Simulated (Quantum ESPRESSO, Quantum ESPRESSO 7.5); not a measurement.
**1T-SnSe2, 3 layers, AA stacking, stepped through the field along the normal**

Wanted: a table for 1T-SnSe2, 3 layers, AA stacking against the field along the normal, and what can be fitted to it.

Method: plane-wave DFT, PBE, GBRV ultrasoft pseudopotentials (geometry by pw.x at PBE-D3(BJ), GBRV ultrasoft), in Quantum ESPRESSO 7.5.

**1. The structure**

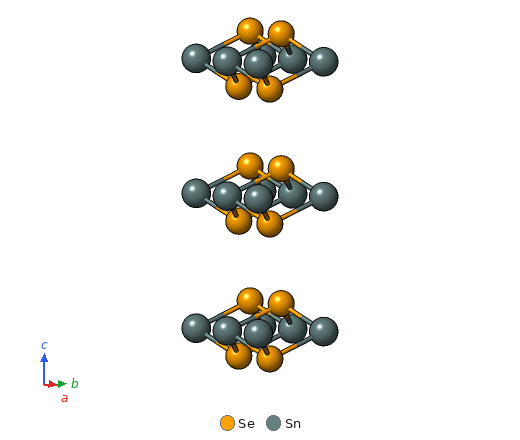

Start, viewed from the side, with the c axis up; selenium orange, tin teal. 2×1×1 cells are drawn. Some periodic images of atoms are drawn too.

The cell holds 9 atoms: 6 Se and 3 Sn. Cell: a = 3.870 Å, b = 3.870 Å, c = 29.731 Å, α = 90.0°, β = 90.0°, γ = 120.0°. It derives from SnSe2. Vacuum lies along c.

Set-up: Cell and atoms are relaxed without a field with a D3(BJ) correction and then held. Sawtooth field with dipole correction, 17 Å of vacuum in the starting cell, Fermi-Dirac smearing of 0.002 Ry; bands along a path at each field.

Members -0.05, 0.1, -0.1, 0.2, -0.2, 0.3 and -0.3 took the same steps and show in the table alone.

**2. Variable-cell relaxation of the reference**

What the set-up leaves free in this member is relaxed.

ref.relax.in

```
&control
  prefix = 'ref.relax'
  outdir = './out'
  pseudo_dir = './pseudo'
  nstep = 80
  forc_conv_thr = 0.0004
  calculation = 'vc-relax'
  etot_conv_thr = 1e-06
/
&system
  ibrav = 0
  nat = 9
  ntyp = 2
  ecutwfc = 50
  ecutrho = 250
  vdw_corr = 'grimme-d3'
  dftd3_version = 4
  occupations = 'smearing'
  smearing = 'fd'
  degauss = 0.004
/
&electrons
  conv_thr = 1e-09
  mixing_beta = 0.4
  electron_maxstep = 120
  mixing_mode = 'plain'
/
&ions
/
&cell
  cell_dofree = '2Dxy'
  press_conv_thr = 0.3
/
ATOMIC_SPECIES
  Se  78.9710  se_pbe_v1.uspp.F.UPF
  Sn  118.7100  sn_pbe_v1.4.uspp.F.UPF
CELL_PARAMETERS angstrom
  3.87000000000000 0.00000000000000 0.00000000000000
  -1.93500000000000 3.35151831264578 0.00000000000000
  0.00000000000000 0.00000000000000 29.73146712855717
ATOMIC_POSITIONS crystal
  Se  0.666666666700 0.333333333300 0.285892383421
  Sn  0.000000000000 0.000000000000 0.321384897695
  Se  0.333333333300 0.666666666700 0.356877411968
  Se  0.666666666700 0.333333333300 0.464507485727
  Sn  0.000000000000 0.000000000000 0.500000000000
  Se  0.333333333300 0.666666666700 0.535492514273
  Se  0.666666666700 0.333333333300 0.643122588032
  Sn  0.000000000000 0.000000000000 0.678615102305
  Se  0.333333333300 0.666666666700 0.714107616579
K_POINTS automatic
  12 12 1 0 0 0
```

The run is started by

```
OMP_NUM_THREADS=1 mpirun -n 4 pw.x -nk 4 -in ref.relax.in > ref.relax.out
```

Output:

```text
Program PWSCF v.7.5 starts
[citation notice left out]

     Parallel version (MPI & OpenMP), running on       4 processor cores
     Number of MPI processes:                 4
     Threads/MPI process:                     1

     MPI processes distributed on     1 nodes
[...]
Current dimensions of program PWSCF are:
     Max number of different atomic species (ntypx) = 10
     Max number of k-points (npk) =  40000
     Max angular momentum in pseudopotentials (lmaxx) =  4
     Message from routine setup:
     using ibrav=0 with symmetry is DISCOURAGED, use correct ibrav instead

     K-points division:     npool     =       4
     Subspace diagonalization in iterative solution of the eigenvalue problem:
     a serial algorithm will be used

     G-vector sticks info
     --------------------
     sticks:   dense  smooth     PW     G-vecs:    dense   smooth      PW
     Sum         925     745    211               173935   124645   19583

     Using Slab Decomposition

     bravais-lattice index     =            0
     lattice parameter (alat)  =       7.3132  a.u.
     unit-cell volume          =    2602.3488 (a.u.)^3
     number of atoms/cell      =            9
     number of atomic types    =            2
     number of electrons       =        78.00
     number of Kohn-Sham states=           47
     kinetic-energy cutoff     =      50.0000  Ry
     charge density cutoff     =     250.0000  Ry
     scf convergence threshold =      1.0E-09
     mixing beta               =       0.4000
     number of iterations used =            8  plain     mixing
     energy convergence thresh.=      1.0E-06
     force convergence thresh. =      4.0E-04
     press convergence thresh. =      3.0E-01
     Exchange-correlation=  SLA  PW   PBX  PBC
                           (   1   4   3   4   0   0   0)
     nstep                     =           80

     celldm(1)=   7.313240  celldm(2)=   0.000000  celldm(3)=   0.000000
     celldm(4)=   0.000000  celldm(5)=   0.000000  celldm(6)=   0.000000

     crystal axes: (cart. coord. in units of alat)
               a(1) = (   1.000000   0.000000   0.000000 )
               a(2) = (  -0.500000   0.866025   0.000000 )
               a(3) = (   0.000000   0.000000   7.682550 )

     reciprocal axes: (cart. coord. in units 2 pi/alat)
               b(1) = (  1.000000  0.577350 -0.000000 )
               b(2) = (  0.000000  1.154701  0.000000 )
               b(3) = (  0.000000 -0.000000  0.130165 )

     PseudoPot. # 1 for Se read from file:
     ./pseudo/se_pbe_v1.uspp.F.UPF
     Pseudo is Ultrasoft + core correction, Zval =  6.0
     Generated by new atomic code, or converted to UPF format
     Using radial grid of  877 points,  6 beta functions with:
                l(1) =   0
                l(2) =   0
                l(3) =   1
                l(4) =   1
                l(5) =   2
                l(6) =   2
     Q(r) pseudized with  8 coefficients,  rinner =    1.300   1.300   1.300
                                                       1.300   1.300

     PseudoPot. # 2 for Sn read from file:
     ./pseudo/sn_pbe_v1.4.uspp.F.UPF
     Pseudo is Ultrasoft + core correction, Zval = 14.0
     Generated by new atomic code, or converted to UPF format
     Using radial grid of  891 points,  6 beta functions with:
                l(1) =   0
                l(2) =   0
                l(3) =   1
                l(4) =   1
                l(5) =   2
                l(6) =   2
     Q(r) pseudized with  8 coefficients,  rinner =    1.350   1.350   1.350
                                                       1.350   1.350

     atomic species   valence    mass     pseudopotential
     Se                6.00    78.97100     Se( 1.00)
     Sn               14.00   118.71000     Sn( 1.00)

     12 Sym. Ops., with inversion, found

   Cartesian axes

     site n.     atom                  positions (alat units)
         1        Se     tau(   1) = (   0.5000000   0.2886751   2.1963824  )
         2        Sn     tau(   2) = (   0.0000000   0.0000000   2.4690554  )
         3        Se     tau(   3) = (  -0.0000000   0.5773503   2.7417284  )
         4        Se     tau(   4) = (   0.5000000   0.2886751   3.5686018  )
         5        Sn     tau(   5) = (   0.0000000   0.0000000   3.8412748  )
         6        Se     tau(   6) = (  -0.0000000   0.5773503   4.1139478  )
         7        Se     tau(   7) = (   0.5000000   0.2886751   4.9408212  )
         8        Sn     tau(   8) = (   0.0000000   0.0000000   5.2134942  )
         9        Se     tau(   9) = (  -0.0000000   0.5773503   5.4861672  )

     --------------------------------------------
     DFT-D3 Dispersion Correction (3-body terms):
     --------------------------------------------
       Reference C6 values for interpolation:

         atom   Coordination number   C6
         Se         0.000           427.35
         Se         0.990           427.57
         Se         1.981           421.05
         Sn         0.000          1255.14
         Sn         0.951          1084.09
         Sn         1.950          1010.83
         Sn         2.926           818.29
         Sn         3.912           672.20

       Values used:

         atom   Coordination number  R0_AB[au]  C6      C8
         Se         4.096            3.332    421.05  29958.36
         Sn         6.647            3.957    672.20  84369.06
         Se         4.167            3.332    421.05  29958.36
         Se         4.170            3.332    421.05  29958.36
         Sn         6.668            3.957    672.20  84369.06
         Se         4.170            3.332    421.05  29958.36
         Se         4.167            3.332    421.05  29958.36
         Sn         6.647            3.957    672.20  84369.06
         Se         4.096            3.332    421.05  29958.36

         Molecular C6 ( Ry / a.u.^6 ) =     40337.24

     number of k points=    19  Fermi-Dirac smearing, width (Ry)=  0.0040
                       cart. coord. in units 2pi/alat
        k(    1) = (   0.0000000   0.0000000   0.0000000), wk =   0.0138889
        k(    2) = (   0.0000000   0.0962250   0.0000000), wk =   0.0833333
        k(    3) = (   0.0000000   0.1924501   0.0000000), wk =   0.0833333
        k(    4) = (   0.0000000   0.2886751   0.0000000), wk =   0.0833333
        k(    5) = (   0.0000000   0.3849002   0.0000000), wk =   0.0833333
        k(    6) = (   0.0000000   0.4811252   0.0000000), wk =   0.0833333
        k(    7) = (   0.0000000  -0.5773503   0.0000000), wk =   0.0416667
[...]
one-electron contribution =   -3450.88758982 Ry
     hartree contribution      =    1753.71196217 Ry
     xc contribution           =    -307.51693048 Ry
     ewald contribution        =    1265.24532003 Ry
     DFT-D3 Dispersion         =      -0.20143128 Ry

     convergence has been achieved in  11 iterations

     negative rho (up, down):  4.836E-04 0.000E+00

     Forces acting on atoms (cartesian axes, Ry/au):

     atom    1 type  1   force =    -0.00000000   -0.00000000   -0.05685954
     atom    2 type  2   force =    -0.00000000    0.00000000    0.00029311
     atom    3 type  1   force =    -0.00000000   -0.00000000    0.06051971
     atom    4 type  1   force =    -0.00000000   -0.00000000   -0.06091331
     atom    5 type  2   force =    -0.00000000    0.00000000    0.00000000
     atom    6 type  1   force =     0.00000000    0.00000000    0.06091331
     atom    7 type  1   force =    -0.00000000   -0.00000000   -0.06051971
     atom    8 type  2   force =    -0.00000000   -0.00000000   -0.00029311
     atom    9 type  1   force =     0.00000000   -0.00000000    0.05685954

     Total force =     0.145645     Total SCF correction =     0.000032

     Computing stress (Cartesian axis) and pressure

     negative rho (up, down):  4.836E-04 0.000E+00
          total   stress  (Ry/bohr**3)                   (kbar)     P=       12.00
  -0.00000055   0.00000000   0.00000000           -0.08        0.00        0.00
   0.00000000  -0.00000055   0.00000000            0.00       -0.08        0.00
  -0.00000000  -0.00000000   0.00024585           -0.00       -0.00       36.17

     Energy error            =      1.7E-01 Ry
     Gradient error          =      6.1E-02 Ry/Bohr
     Cell gradient error     =      8.1E-02 kbar

     number of scf cycles    =   3
     number of bfgs steps    =   2

     enthalpy           old  =    -739.4770645024 Ry
     enthalpy           new  =    -739.6491635923 Ry

     CASE: enthalpy          _new < enthalpy          _old

     new trust radius        =       0.1856604930 bohr
     new conv_thr            =       0.0000000010 Ry

     new unit-cell volume =   2959.30841 a.u.^3 (   438.52426 Ang^3 )
     density =      3.14276 g/cm^3

CELL_PARAMETERS (angstrom)
   4.126894125   0.000000000   0.000000000
  -2.063447063   3.573995151   0.000000000
   0.000000000   0.000000000  29.731467129

ATOMIC_POSITIONS (crystal)
Se               0.6666666667        0.3333333333        0.2744957302
Sn               0.0000000000        0.0000000000        0.3214173883
Se               0.3333333333        0.6666666667        0.3684887944
Se               0.6666666667        0.3333333333        0.4529147723
Sn               0.0000000000        0.0000000000        0.5000000000
Se               0.3333333333        0.6666666667        0.5470852277
Se               0.6666666667        0.3333333333        0.6315112056
Sn              -0.0000000000       -0.0000000000        0.6785826117
Se               0.3333333333        0.6666666667        0.7255042698

[...]
NEW-OLD atomic charge density approx. for the potential
     New effective cutoffs (rho, wfc):  249.50   49.95

     negative rho (up, down):  7.865E-04 0.000E+00

     total cpu time spent up to now is      398.4 secs

     per-process dynamical memory:   218.4 Mb

[...]
!    total energy              =    -739.69235814 Ry
[...]
Total force =     0.068362     Total SCF correction =     0.000042
[...]
number of bfgs steps    =   3
[...]
new trust radius        =       0.1222187452 bohr
[...]
!    total energy              =    -739.70692776 Ry
[...]
Total force =     0.027599     Total SCF correction =     0.000044
[...]
number of bfgs steps    =   4
[...]
new trust radius        =       0.1131656442 bohr
[...]
!    total energy              =    -739.77127524 Ry
[...]
Total force =     0.009969     Total SCF correction =     0.000024
[...]
number of bfgs steps    =  22
[...]
new trust radius        =       0.0431468308 bohr
[...]
Self-consistent Calculation

     iteration #  1     ecut=    50.00 Ry     beta= 0.40
     Davidson diagonalization with overlap
     c_bands:  1 eigenvalues not converged
     ethr =  1.00E-06,  avg # of iterations = 15.7

     negative rho (up, down):  2.723E-04 0.000E+00

     total cpu time spent up to now is     2885.5 secs

     total energy              =    -739.76477096 Ry
     estimated scf accuracy    <       0.01261024 Ry

[...]
iteration # 11     ecut=    50.00 Ry     beta= 0.40
[...]
negative rho (up, down):  2.748E-04 0.000E+00

[...]
End of self-consistent calculation

          k = 0.0000 0.0000 0.0000 ( 15553 PWs)   bands (ev):

   -19.3812 -19.3812 -19.3812 -19.3812 -19.3805 -19.3805 -19.3430 -19.3427
   -19.3424 -19.3322 -19.3322 -19.3322 -19.3322 -19.3320 -19.3320 -11.8878
   -11.7805 -11.6928 -10.6506 -10.4581 -10.3117  -4.3326  -3.9573  -3.5750
    -0.1567   0.5541   1.2499   1.2499   1.3164   1.3164   1.3671   1.3671
     1.3706   1.6195   1.6195   1.7209   1.7209   1.7806   1.7806   3.0491
     3.6532   4.2225   4.9213   5.0066   5.0441   6.2918   6.2922

          k =-0.0000 0.0976 0.0000 ( 15531 PWs)   bands (ev):

   -19.3837 -19.3836 -19.3830 -19.3784 -19.3783 -19.3777 -19.3411 -19.3406
   -19.3405 -19.3342 -19.3341 -19.3339 -19.3322 -19.3321 -19.3320 -11.8204
   -11.7136 -11.6265 -10.5997 -10.4102 -10.2669  -4.3126  -3.9643  -3.6205
    -0.1572   0.3368   0.6583   0.6813   0.9220   1.0045   1.0866   1.1479
     1.1737   1.3335   1.3946   1.6531   1.6654   1.7806   1.8529   3.5941
     3.9493   4.2764   5.3419   5.4093   5.4615   6.2688   6.3440

          k =-0.0000 0.1953 0.0000 ( 15508 PWs)   bands (ev):

   -19.3912 -19.3911 -19.3906 -19.3710 -19.3710 -19.3704 -19.3402 -19.3402
   -19.3401 -19.3345 -19.3342 -19.3341 -19.3317 -19.3317 -19.3314 -11.6229
   -11.5179 -11.4328 -10.4570 -10.2775 -10.1443  -4.2866  -4.0227  -3.7882
    -0.6802  -0.5366  -0.2310   0.1033   0.2430   0.5441   0.5650   0.6082
     0.6594   0.7328   1.1170   1.6239   1.6810   1.7724   1.8769   3.8471
     4.0419   4.2362   5.5731   5.8018   6.0915   6.6657   6.8140

          k =-0.0000 0.2929 0.0000 ( 15510 PWs)   bands (ev):

   -19.4028 -19.4028 -19.4025 -19.3630 -19.3629 -19.3626 -19.3465 -19.3464
   -19.3462 -19.3294 -19.3293 -19.3288 -19.3264 -19.3261 -19.3260 -11.3115
   -11.2104 -11.1300 -10.2551 -10.0949  -9.9809  -4.3791  -4.2331  -4.1213
    -1.6586  -1.4128  -1.1403  -0.4673  -0.3316   0.0320   0.1276   0.2282
     0.3077   0.4755   1.1015   1.4933   1.5938   1.6727   1.8086   3.3064
     3.6310   3.9071   5.7480   5.9857   6.3361   7.0869   7.1074

          k =-0.0000 0.3905 0.0000 ( 15522 PWs)   bands (ev):

   -19.4155 -19.4153 -19.4152 -19.3580 -19.3579 -19.3577 -19.3521 -19.3519
   -19.3516 -19.3241 -19.3240 -19.3232 -19.3180 -19.3177 -19.3177 -10.9227
   -10.8296 -10.7585 -10.0534  -9.9246  -9.8413  -4.7373  -4.6355  -4.5578
    -2.3267  -2.0921  -1.8575  -0.9740  -0.6675  -0.2262  -0.1960  -0.1230
    -0.0410   0.6657   1.0194   1.3484   1.3897   1.5491   1.7073   2.8319
     3.1450   3.3635   5.8189   5.9632   6.2166   6.9791   7.1782

          k =-0.0000 0.4882 0.0000 ( 15556 PWs)   bands (ev):

   -19.4253 -19.4250 -19.4247 -19.3562 -19.3561 -19.3560 -19.3560 -19.3558
   -19.3553 -19.3183 -19.3182 -19.3172 -19.3119 -19.3116 -19.3114 -10.5336
   -10.4540 -10.3990  -9.9338  -9.8458  -9.8011  -5.1385  -5.0517  -4.9874
    -2.7461  -2.5229  -2.3118  -1.1044  -0.7037  -0.4528  -0.3487  -0.2659
    -0.2489   0.7078   0.9121   1.1794   1.2426   1.4552   1.6262   2.5604
     2.7538   3.0341   5.7163   5.8983   6.0570   6.7143   7.1679

[...]
3.351
[key lines of the parts left out:]
total energy              =    -739.77139610 Ry
the Fermi energy is     2.2307 ev
convergence has been achieved in  10 iterations
```

Run time: 58 min. Hardware: 4 MPI ranks of Arm Neoverse V2, shared host; peak memory 1.5 GiB.

Relaxation path (22 of 28):

```
step  energy less that of the first step (eV)  largest force (eV/Å)  volume (Å³)
   1                                   0.0000                5.2127       385.63
   2                                  -4.4083                3.1714       409.30
   4                                  -7.3375                0.7554       438.52
   5                                  -7.5357                0.3290       438.07
   6                                  -7.7078                0.0699       431.40
   7                                  -7.9168                0.3865       415.49
   9                                  -8.1279                0.2263       390.23
  10                                  -8.1345                0.2221       391.24
  11                                  -8.1387                0.1990       391.66
  13                                  -8.1506                0.2261       391.54
  14                                  -8.1599                0.2794       391.09
  15                                  -8.1730                0.3322       390.34
  16                                  -8.1908                0.3815       389.14
  18                                  -8.2444                0.4930       384.65
  19                                  -8.2823                0.5840       380.85
  20                                  -8.3241                0.5640       377.43
  22                                  -8.4048                0.2117       373.67
  23                                  -8.4112                0.1408       374.26
  24                                  -8.4129                0.0584       374.58
  25                                  -8.4131                0.0114       374.57
  27                                  -8.4131                0.0006       374.48
  28                                  -8.3793                0.0006       374.48
```

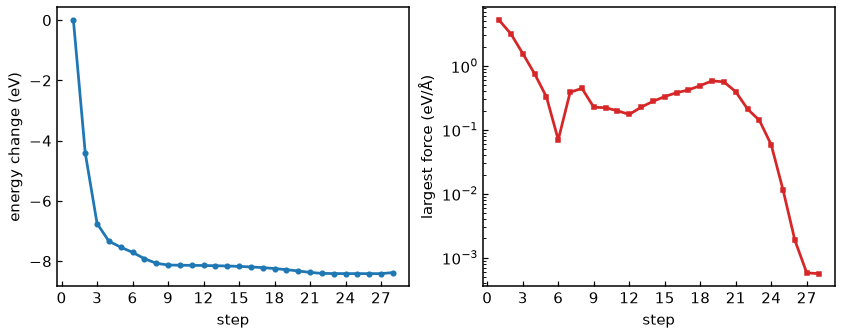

Energy and largest force along the relaxation.

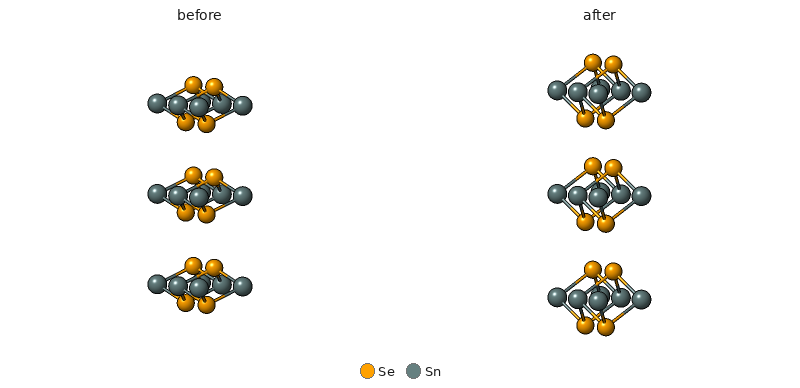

Before and after, at one scale.

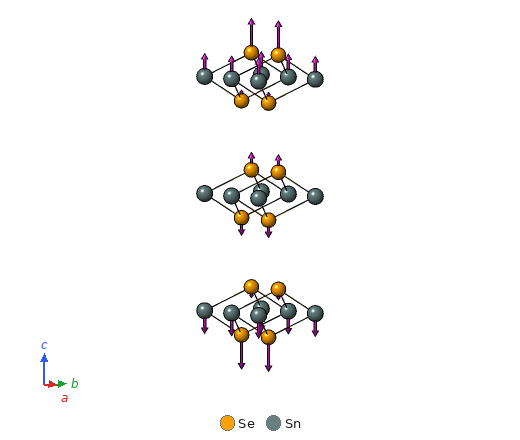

Displacements in the relaxation, scaled, measured against the changing cell; the longest in the cell stands for 1.32 Å. 2×1×1 cells are drawn. Some periodic images of atoms are drawn too.

```
cell as run  before  after  change
      a (Å)   3.870  3.814  -1.5 %
      b (Å)   3.870  3.814  -1.5 %
```

The atoms that moved most (Å, along periodic axes as changes of fractional coordinates times the final cell, across vacuum about the mean position):

```
atom     dx     dy      dz  length
 Se9  0.000  0.000   1.318   1.318
 Se1  0.000  0.000  -1.318   1.318
 Sn8  0.000  0.000   0.769   0.769
 Sn2  0.000  0.000  -0.769   0.769
 Se6  0.000  0.000   0.549   0.549
 Se4  0.000  0.000  -0.549   0.549
 Se7  0.000  0.000   0.219   0.219
 Se3  0.000  0.000  -0.219   0.219
```

 The last row is no step: it is a fresh SCF in the final cell with a new plane-wave basis, +34 meV from the row before, a sign that the cell is biased by the basis (Pulay stress).

This step gave:

```
free energy             : -10065.0690 eV
energy at zero smearing : -10065.0688 eV
Fermi energy            : 2.220 eV
```

[end of part 1 of 4]

[Logs are printed without paths, hosts, clocks, repeated set-up lines and the standing remarks that a program may print on its own settings, such as how far it seeks lower states.]

[Hosts, paths, dates, database ids (printed as entryN), source tags and the programs' standing remarks are cut or masked in the printed files.]

[Maps of the electrostatic potential energy from Ansatz leave out the sawtooth potential of an applied field or a dipole correction, so their vacuum need not be flat; planar profiles and work functions include it.]
